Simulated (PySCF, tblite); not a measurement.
**C4H12AlClO: geometry, infrared bands and NMR shifts**

What infrared bands and NMR shifts should C4H12AlClO (`CC[O+](CC)[AlH2-][Cl]`) show?

Computed with tblite 0.8.0 and PySCF 2.14.0, with density-fitted response routines of our own, on a single molecule in the gas phase. Atoms count from 0, in the outputs and in this text.

## (1) The molecule as given

19 atoms, charge 0, multiplicity 1; geometry from: force field or distance geometry start.

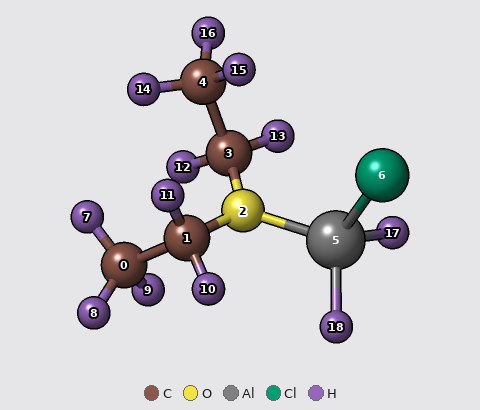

The starting geometry (carbon brown, oxygen yellow, aluminium grey, chlorine teal, hydrogen purple), atoms numbered.

## (2) Optimising the geometry with GFN2-xTB

What the job is given:

```
{"job": {"kind": "relax", "xc": "GFN2-xTB", "basis": "xTB"}, "charge": 0, "multiplicity": 1}
C     -1.709700    -0.740200    -1.021800
C     -0.866200     0.500500    -0.719300
O     -0.127000     0.230300     0.400900
C      0.733400    -0.798800     0.397300
C      1.834900    -0.703900    -0.646000
Al    -0.107300     1.415600     1.708400
Cl     1.321900     3.033700     1.198500
H     -1.100500    -1.391500    -1.662000
H     -2.665600    -0.429000    -1.518100
H     -2.036800    -1.237200    -0.064500
H     -1.590200     1.298900    -0.461200
H     -0.218400     0.780100    -1.559800
H      0.217900    -1.771100     0.178200
H      1.264000    -0.955900     1.368600
H      1.388500    -1.019900    -1.589500
H      2.276000     0.314000    -0.648800
H      2.655100    -1.431400    -0.396300
H      0.277500     0.848400     3.159000
H     -1.557500     2.066600     1.869000
```

Command:

```console
OMP_NUM_THREADS=1 python probes_run.py task.json out
```

One launch serves the whole session: the jobs run in the order shown.

**Question.** This job is followed by: GFN2-xTB harmonic vibrations, gas phase; GIAO PBE0/pcSseg-1 NMR shielding, non-relativistic, gas phase. What will the session give for the following? strongest single infrared mode (GFN2-xTB); zero-point energy (GFN2-xTB); 13C shifts against TMS (PBE0/pcSseg-1, means over atoms taken as alike); 1H shifts against TMS (PBE0/pcSseg-1, means over atoms taken as alike); 17O shifts against H2O (PBE0/pcSseg-1); 27Al shifts against AlH4- (PBE0/pcSseg-1); 35Cl shifts against HCl (PBE0/pcSseg-1).

As calculated:

| quantity | value |
| --- | --- |
| strongest single infrared mode (GFN2-xTB) | 691 cm⁻¹, 670 km/mol |
| zero-point energy (GFN2-xTB) | 94.3 kcal/mol |
| 13C shifts against TMS (PBE0/pcSseg-1, means over atoms taken as alike) | 64.5, 13.5 ppm |
| 1H shifts against TMS (PBE0/pcSseg-1, means over atoms taken as alike) | 4.36, 4.11, 1.38 ppm |
| 17O shifts against H2O (PBE0/pcSseg-1) | 52.2 ppm |
| 27Al shifts against AlH4- (PBE0/pcSseg-1) | 81.2 ppm |
| 35Cl shifts against HCl (PBE0/pcSseg-1) | -39 ppm |

What this shows: Over 123 steps the energy fell by 1.107 eV; of the close pairs, Al5–Cl6 changed most, 2.218 to 2.052 Å. The lowest mode is slightly imaginary (19i cm⁻¹), a soft motion within the noise of the Hessian, so the minimum is not strictly shown. The strongest single mode, at 691 cm⁻¹, moves mainly H18 and H17. Unscaled tight-binding wavenumbers are off by several per cent, some by more. Its intensities can rank the bands wrongly. C1, C3 (mean) (sp3 CH2 bonded to O) lies farthest downfield among carbon, at 64.5 ppm; pulled downfield by the heteroatom. The most deshielded hydrogen is H10, H11, H12, H13 (mean) (hydrogen on an sp3 CH2 bonded to O), at 4.36 ppm: its carbon carries O, an electronegative neighbour. At PBE0/pcSseg-1: Shielding is most anisotropic at Cl6 (span 187 ppm, paramagnetic term -162 ppm).
